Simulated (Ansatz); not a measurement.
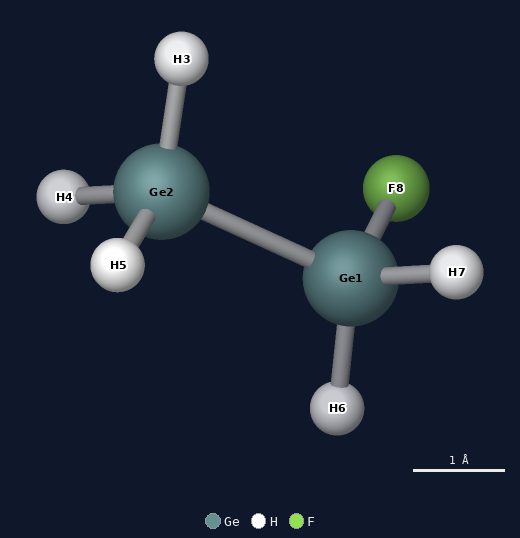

*The starting structure (ball-and-stick view, seen at a tilt; atoms are numbered from 1 in the order of the input). Sticks mark near contacts.*

Bond lengths as drawn: F–Ge 1.76 Å, Ge–Ge 2.44 Å and Ge–H 1.54 to 1.55 Å.

**Run report: Ge2H5F, nudged elastic band**

- system: Ge2H5F
- method: RKS B3LYP/def2-SVP (Ansatz 0.2.0)

One setting was made poor on purpose. It belongs to a series of runs on one base structure; here: band between the two ends. Figures and captions count atoms from 1; the log counts them from 0 in places.

### Input file
```yaml
crystal:
  periodic: [false, false, false]
  atoms:
    - { symbol: Ge, position_ang: [0.42348, 0.089544, 0.002839] }
    - { symbol: Ge, position_ang: [1.111075, -0.021208, 2.344439] }
    - { symbol: H, position_ang: [-0.115159, -0.268211, 3.243897] }
    - { symbol: H, position_ang: [2.127681, -1.162162, 2.540885] }
    - { symbol: H, position_ang: [1.770867, 1.314699, 2.748571] }
    - { symbol: H, position_ang: [1.604706, 0.220461, -0.984274] }
    - { symbol: H, position_ang: [-0.643076, 1.170286, -0.282891] }
    - { symbol: F, position_ang: [-0.343374, -1.449507, -0.370965] }
basis:
  gaussian: { orbitals: def2-SVP }
hamiltonian:
  xc: b3lyp
neb:
  order_check: false
  images: 9
  f_tol: 0.03
  max_iterations: 60
  initial_path: linear
  final_atoms:
    - { symbol: Ge, position_ang: [-0.40262719, 0.24608108, -0.71257509] }
    - { symbol: Ge, position_ang: [1.1924874, 0.17195666, 2.2492003] }
    - { symbol: H, position_ang: [0.0453343, -0.36121292, 3.11646451] }
    - { symbol: H, position_ang: [2.06389831, -0.94810272, 1.67583896] }
    - { symbol: H, position_ang: [2.03497075, 1.21648155, 3.00523196] }
    - { symbol: H, position_ang: [0.51248844, 0.95397083, 1.05960532] }
    - { symbol: H, position_ang: [1.101935, -0.0434581, -1.22933723] }
    - { symbol: F, position_ang: [-0.61228703, -1.34181438, 0.07807228] }
```

Run on 2 threads of Arm Neoverse V2, 24 GiB of memory available, shared host.

Launched with:
```bash
ansatz run input.yaml --threads 2 --pin off --max-ram 3072MiB --backend cpu --events-out ev --progress --plain --runs-dir out
```

### The program's output
```
Engine: ansatz 0.2.0, aarch64-unknown-linux-gnu
Functional definition: B3LYP
  parameter a0 = 0.2
  parameter ax = 0.72
  parameter ac = 0.81
  exchange = (1 - a0 - ax)*slater_x + ax*b88_x + a0*exact_x
  correlation = (1 - ac)*vwn_rpa_c + ac*lyp_c
1093 factors; integrals over basis functions are off by at most 3.6e-4 eV
mean field evaluation 1: about -115819.6572 eV, gradient 3.9e1 eV
mean field evaluation 2: about -115814.6014 eV, gradient 7.0e1 eV
mean field evaluation 4: about -115821.7908 eV, gradient 2.1e0 eV
mean field evaluation 8: about -115821.7996 eV, gradient 4.9e-2 eV
mean field -115821.79962569 eV, -4256.3726294086 hartree, gradient 3.2e-5 eV, S^2 0.000000; 0 other end points of the search recorded, 0 dependent functions left out
the calculation of the forces begins
reference -115821.79988849 eV, -4256.3726390662 hartree; 39, 39 occupied and 64, 64 virtual orbitals, 1093 factors
1093 factors; integrals over basis functions are off by at most 7.9e-4 eV
mean field evaluation 16: about -115818.2943 eV, gradient 4.0e1 eV
mean field -115820.74172946 eV, -4256.3337524394 hartree, gradient 2.2e-5 eV, S^2 0.000000; 0 other end points of the search recorded, 0 dependent functions left out
[... from here on the field's lines of each further geometry are left out, up to the last ...]
NEB iter   1: max|band force component| = 2.694e0 eV/Å  barrier→ = 2.8396 eV  barrier← = 1.7817 eV  Δτ_max = 0.2000 Å  (287 SCF iters)
NEB iter   2: max|band force component| = 2.160e0 eV/Å  barrier→ = 2.3521 eV  barrier← = 1.2942 eV  Δτ_max = 0.2000 Å  (258 SCF iters)
NEB iter   3: max|band force component| = 2.728e0 eV/Å  barrier→ = 2.1818 eV  barrier← = 1.1240 eV  Δτ_max = 0.1014 Å  (243 SCF iters)
NEB iter   4: max|band force component| = 7.026e-1 eV/Å  barrier→ = 2.0906 eV  barrier← = 1.0327 eV  Δτ_max = 0.2000 Å  (236 SCF iters)
NEB iter   5: max|band force component| = 9.586e-1 eV/Å  barrier→ = 1.9945 eV  barrier← = 0.9366 eV  Δτ_max = 0.1012 Å  (239 SCF iters)
NEB iter   6: max|band force component| = 5.519e-1 eV/Å  barrier→ = 1.8581 eV  barrier← = 0.8003 eV  Δτ_max = 0.2000 Å  (239 SCF iters)
NEB iter   7: max|band force component| = 1.294e0 eV/Å  barrier→ = 1.9611 eV  barrier← = 0.9032 eV  Δτ_max = 0.0994 Å  (247 SCF iters)
NEB iter   8: max|band force component| = 4.445e-1 eV/Å  barrier→ = 1.9426 eV  barrier← = 0.8847 eV  CI = image 4  Δτ_max = 0.1791 Å  (226 SCF iters)
NEB iter   9: max|band force component| = 2.085e-1 eV/Å  barrier→ = 1.9385 eV  barrier← = 0.8806 eV  CI = image 4  Δτ_max = 0.1047 Å  (229 SCF iters)
NEB iter  10: max|band force component| = 8.130e-2 eV/Å  barrier→ = 1.9376 eV  barrier← = 0.8797 eV  CI = image 4  Δτ_max = 0.1051 Å  (227 SCF iters)
NEB iter  11: max|band force component| = 1.701e-1 eV/Å  barrier→ = 1.9369 eV  barrier← = 0.8790 eV  CI = image 4  Δτ_max = 0.0521 Å  (228 SCF iters)
NEB iter  12: max|band force component| = 1.320e-1 eV/Å  barrier→ = 1.9359 eV  barrier← = 0.8780 eV  CI = image 4  Δτ_max = 0.0522 Å  (224 SCF iters)
NEB iter  13: max|band force component| = 4.750e-2 eV/Å  barrier→ = 1.9357 eV  barrier← = 0.8778 eV  CI = image 4  Δτ_max = 0.0508 Å  (227 SCF iters)
NEB iter  14: max|band force component| = 4.402e-2 eV/Å  barrier→ = 1.9357 eV  barrier← = 0.8778 eV  CI = image 4  Δτ_max = 0.0295 Å  (212 SCF iters)
NEB iter  15: max|band force component| = 4.848e-2 eV/Å  barrier→ = 1.9357 eV  barrier← = 0.8778 eV  CI = image 4  Δτ_max = 0.0147 Å  (201 SCF iters)
NEB iter  16: max|band force component| = 4.224e-2 eV/Å  barrier→ = 1.9357 eV  barrier← = 0.8778 eV  CI = image 4  Δτ_max = 0.0147 Å  (189 SCF iters)
the calculation of the forces begins
reference -115820.72754595 eV, -4256.3332312048 hartree; 39, 39 occupied and 64, 64 virtual orbitals, 1093 factors
1093 factors; integrals over basis functions are off by at most 6.8e-4 eV
mean field evaluation 1088: about -115811.0464 eV, gradient 7.6e1 eV
mean field -115819.86393840 eV, -4256.3014942129 hartree, gradient 1.1e-5 eV, S^2 0.000000; 1 other end points of the search recorded, 0 dependent functions left out
the calculation of the forces begins
reference -115819.86418757 eV, -4256.3015033697 hartree; 39, 39 occupied and 64, 64 virtual orbitals, 1093 factors
NEB iter  17: max|band force component| = 2.241e-2 eV/Å  barrier→ = 1.9357 eV  barrier← = 0.8778 eV  CI = image 4  Δτ_max = 0.0000 Å  (427 SCF iters)
```

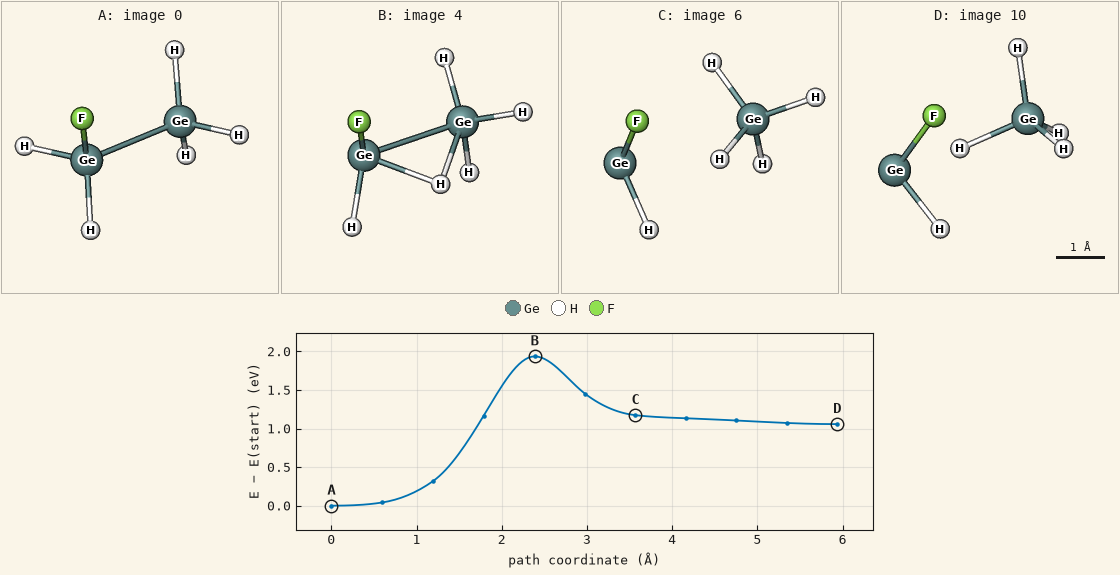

*Images of the last band (counted from 0; ball-and-stick, seen at a tilt) above the energy along the path; the line is a cubic interpolation that uses the forces.*

The highest image is number 4, 1.936 eV above the start and 0.878 eV above the end (the climbing image); the end lies 1.058 eV above the start. The path is 5.93 Å long. The band converged in 17 iterations.

```
Total energy: -115819.86418757 eV, -4256.3015033697 hartree
Atom 0 at    -0.473936     0.212361     0.426425 Å, force     0.000283     0.000293    -0.000360 eV/Å
Atom 1 at     1.350535    -0.049997     2.139011 Å, force     0.000155     0.000121    -0.001477 eV/Å
Atom 2 at     0.586406    -0.458961     3.424121 Å, force     0.000025    -0.000042     0.000597 eV/Å
Atom 3 at     2.448594    -1.102584     1.893974 Å, force    -0.000040     0.000059     0.000625 eV/Å
Atom 4 at     1.899773     1.380610     2.263434 Å, force    -0.000340    -0.000704    -0.000186 eV/Å
Atom 5 at     1.254662     0.076323     0.191407 Å, force     0.000029     0.000472     0.000261 eV/Å
Atom 6 at    -0.235246     1.174070    -0.779107 Å, force    -0.000137    -0.000240     0.000378 eV/Å
Atom 7 at    -0.894588    -1.337920    -0.316763 Å, force     0.000025     0.000039     0.000163 eV/Å
Dipole moment:     0.271867     0.327057     0.361050 e Å
this run last wrote the band of iteration 17 to [file]
```

### The last band as extended XYZ (Å, eV, eV/Å)
```
8
Properties=species:S:1:pos:R:3:forces:R:3 image=0 energy=-115821.79963
Ge    0.4235    0.0895    0.0028   -0.0009   0.0026  -0.0041
Ge    1.1111   -0.0212    2.3444    0.0005  -0.0010   0.0023
H    -0.1152   -0.2682    3.2439    0.0006   0.0009  -0.0012
H     2.1277   -1.1622    2.5409   -0.0010  -0.0004   0.0009
H     1.7709    1.3147    2.7486    0.0000   0.0003  -0.0002
H     1.6047    0.2205   -0.9843   -0.0009   0.0000  -0.0001
H    -0.6431    1.1703   -0.2829    0.0012  -0.0028   0.0024
F    -0.3434   -1.4495   -0.3710    0.0006   0.0004   0.0001
8
Properties=species:S:1:pos:R:3:forces:R:3 image=1 energy=-115821.75821
Ge    0.3298    0.0771    0.0372    0.0474  -0.0023  -0.0236
Ge    1.1164   -0.0240    2.3462    0.0155   0.0055  -0.0068
H     0.0946   -0.4690    3.4069   -0.0531   0.0193  -0.0543
H     2.3046   -1.0067    2.3326    0.0081  -0.0095   0.0688
H     1.6457    1.3841    2.6948    0.0085  -0.0016   0.0449
H     1.6014    0.0280   -0.8364   -0.0130  -0.0058  -0.1440
H    -0.5594    1.2680   -0.3798   -0.0278  -0.0025   0.0772
F    -0.5970   -1.3637   -0.3590    0.0144  -0.0031   0.0378
8
Properties=species:S:1:pos:R:3:forces:R:3 image=2 energy=-115821.48166
Ge    0.1566    0.0794    0.1253    0.3385  -0.0362  -0.1612
Ge    1.1215   -0.0345    2.3499   -0.0705   0.0189   0.0614
H     0.3383   -0.5057    3.5800   -0.1004   0.0574   0.0729
H     2.3161   -0.9803    2.0839   -0.0751   0.0080   0.1124
H     1.6842    1.3942    2.5238   -0.0019  -0.0124   0.1387
H     1.5723    0.0307   -0.4687    0.1719  -0.1060  -0.5900
H    -0.5462    1.2691   -0.5529   -0.2630   0.0374   0.2778
F    -0.7067   -1.3589   -0.3988    0.0005   0.0330   0.0880
8
Properties=species:S:1:pos:R:3:forces:R:3 image=3 energy=-115820.63059
Ge   -0.1104    0.1142    0.2693    1.0993  -0.1925  -0.3498
Ge    1.2169   -0.0438    2.2893   -0.2955  -0.0003   0.4045
H     0.4935   -0.5039    3.5493   -0.0458   0.0308   0.4642
H     2.3758   -1.0180    1.9523   -0.2798   0.0760   0.0134
H     1.7754    1.3936    2.3672   -0.0348  -0.0425   0.0866
H     1.4050    0.0679   -0.0934    0.3672  -0.1661  -1.0060
H    -0.4105    1.2473   -0.7141   -0.6739   0.2493   0.2703
F    -0.8095   -1.3634   -0.3773   -0.1366   0.0454   0.1168
8
Properties=species:S:1:pos:R:3:forces:R:3 image=4 energy=-115819.86394
Ge   -0.4739    0.2124    0.4264    0.0003   0.0003  -0.0004
Ge    1.3505   -0.0500    2.1390    0.0002   0.0001  -0.0015
H     0.5864   -0.4590    3.4241    0.0000   0.0000   0.0006
H     2.4486   -1.1026    1.8940    0.0000   0.0001   0.0006
H     1.8998    1.3806    2.2634   -0.0003  -0.0007  -0.0002
H     1.2547    0.0763    0.1914    0.0000   0.0005   0.0003
H    -0.2352    1.1741   -0.7791   -0.0001  -0.0002   0.0004
F    -0.8946   -1.3379   -0.3168    0.0000   0.0000   0.0002
8
Properties=species:S:1:pos:R:3:forces:R:3 image=5 energy=-115820.34773
Ge   -0.8276    0.3516    0.4453   -0.5310   0.1490  -0.0527
Ge    1.5433   -0.0612    2.0402    0.2440  -0.0062  -0.1135
H     0.6257   -0.4116    3.2316   -0.0714  -0.0197  -0.3284
H     2.5874   -1.1737    1.8966    0.2517  -0.0089   0.0845
H     2.1026    1.3549    2.2288    0.1399   0.0081   0.0840
H     1.1240    0.0175    0.4703   -0.1426  -0.0192   0.4799
H    -0.2002    1.0961   -0.8322    0.1047  -0.1271  -0.1099
F    -1.0190   -1.2797   -0.2380    0.0046   0.0240  -0.0438
8
Properties=species:S:1:pos:R:3:forces:R:3 image=6 energy=-115820.62629
Ge   -1.0917    0.4725    0.3248   -0.0664   0.0160  -0.0465
Ge    1.7260   -0.0697    2.0549    0.0387  -0.0005   0.0132
H     0.7238   -0.3843    3.1732    0.0050  -0.0126  -0.0194
H     2.7511   -1.2020    1.8980    0.0480   0.0076   0.0112
H     2.3860    1.2995    2.2776    0.0459  -0.0070   0.0410
H     1.0029    0.0385    0.6746   -0.0240   0.0159   0.0566
H    -0.2979    0.9633   -0.9960   -0.0147  -0.0277  -0.0436
F    -1.2640   -1.2240   -0.1647   -0.0324   0.0083  -0.0123
8
Properties=species:S:1:pos:R:3:forces:R:3 image=7 energy=-115820.66639
Ge   -1.2036    0.5396    0.2040   -0.0124  -0.0074  -0.0137
Ge    1.7953   -0.0476    2.0612   -0.0027   0.0043  -0.0022
H     0.8692   -0.3673    3.2428    0.0036  -0.0068  -0.0004
H     2.6661   -1.2565    1.6893   -0.0041   0.0000  -0.0128
H     2.6495    1.1979    2.3489    0.0125  -0.0045   0.0161
H     0.9170    0.2992    0.8199    0.0020   0.0204   0.0179
H    -0.3814    0.7481   -1.1744   -0.0002  -0.0143  -0.0157
F    -1.3759   -1.2195    0.0507    0.0013   0.0084   0.0109
8
Properties=species:S:1:pos:R:3:forces:R:3 image=8 energy=-115820.69505
Ge   -1.2316    0.5483    0.1463   -0.0037  -0.0235  -0.0083
Ge    1.7852   -0.0201    2.0238   -0.0052   0.0059   0.0026
H     0.9614   -0.3452    3.2775   -0.0015  -0.0084  -0.0037
H     2.4362   -1.2774    1.4327   -0.0179   0.0014  -0.0222
H     2.8282    1.0726    2.3145    0.0103  -0.0086   0.0097
H     0.8124    0.5781    0.9592   -0.0046   0.0289   0.0116
H    -0.3813    0.5583   -1.2307    0.0072  -0.0151  -0.0077
F    -1.2744   -1.2207    0.3191    0.0154   0.0194   0.0181
8
Properties=species:S:1:pos:R:3:forces:R:3 image=9 energy=-115820.72728
Ge   -1.1967    0.5301    0.1107    0.0110  -0.0168   0.0016
Ge    1.7327    0.0067    1.9695   -0.0011   0.0040  -0.0058
H     0.9879   -0.3719    3.2563   -0.0036  -0.0072   0.0012
H     2.1933   -1.2282    1.1871   -0.0186   0.0079  -0.0181
H     2.9052    0.9601    2.2651   -0.0019  -0.0104   0.0015
H     0.7254    0.8184    1.0843   -0.0062   0.0239   0.0096
H    -0.2825    0.3664   -1.2139    0.0108  -0.0120  -0.0031
F    -1.1292   -1.1876    0.5833    0.0096   0.0106   0.0131
8
Properties=species:S:1:pos:R:3:forces:R:3 image=10 energy=-115820.74173
Ge   -0.4867   -0.2193   -0.6652   -0.0085   0.0052  -0.0221
Ge    1.2133    0.4195    2.1674    0.0011  -0.0009   0.0057
H     0.1487   -0.0197    3.1803    0.0037   0.0050   0.0017
H     2.1580   -0.7200    1.7780   -0.0001  -0.0026   0.0027
H     1.9880    1.6558    2.6612   -0.0005  -0.0015   0.0000
H     0.4258    0.8949    0.8856    0.0010   0.0010   0.0038
H     1.0180   -0.4865   -1.1935    0.0059   0.0076  -0.0066
F    -0.5289   -1.6308    0.4287   -0.0027  -0.0138   0.0147
```

### Key numbers

| quantity | value |
| --- | --- |
| outcome | converged |
| barrier, forward | 1.936 eV |
| barrier, backward | 0.878 eV |
| wall time | 5.8 min (CPU time 11 min) |
| peak memory | 0.24 GiB |

A deliberately poor setting: straight start. The order of the saddle point was not checked.
